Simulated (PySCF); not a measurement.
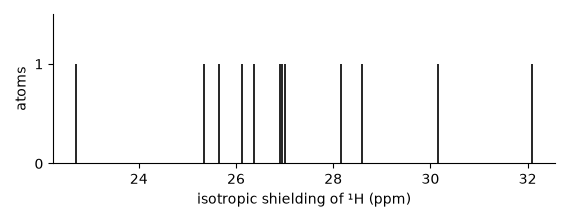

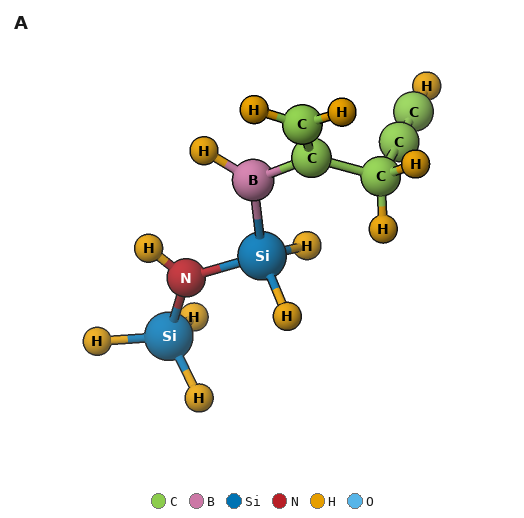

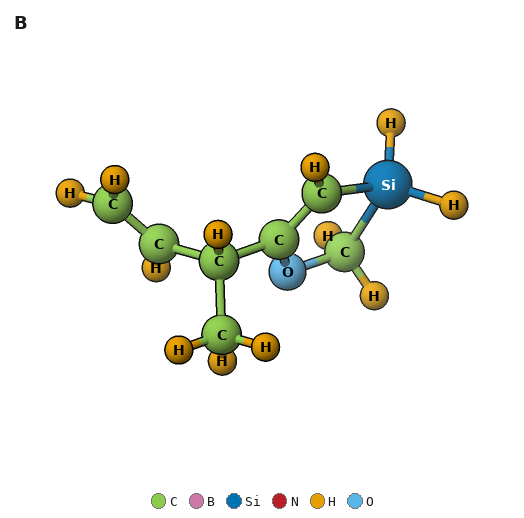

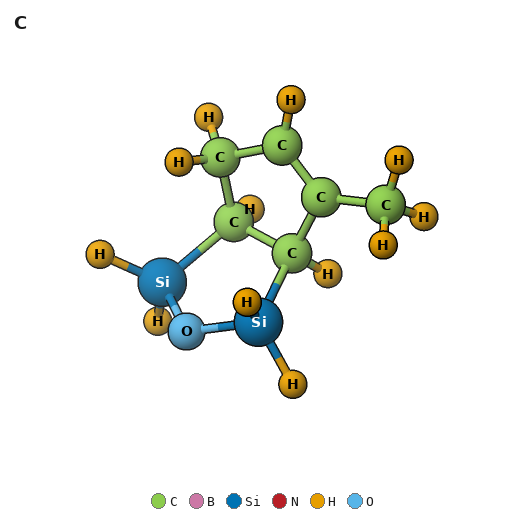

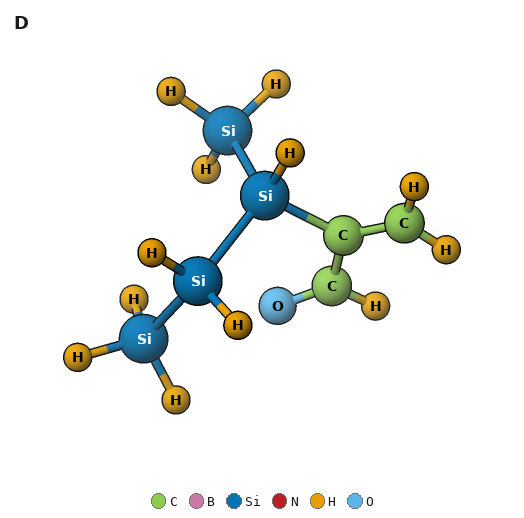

The sticks are computed shieldings of one of the molecules, for one fixed geometry (GFN2-xTB) without averaging over rotations. Low shielding means a high chemical shift. Method: GIAO PBE0/pcSseg-1 NMR shielding, non-relativistic, gas phase (PySCF 2.14.0).

Match the spectrum to a structure.

A, `C#CCC(=C)B[SiH2]N[SiH3]`. Its 12 H atoms give lines at 22.71, 25.35, 25.64, 26.13, 26.36, 26.90, 26.95, 27.00, 28.16, 28.59, 30.16, 32.09 ppm.

The geometry is semi-empirical. Around B, Si such bond lengths and angles can be off by a tenth of an ångström or more and by several degrees, and values that hang on the shape move with them.
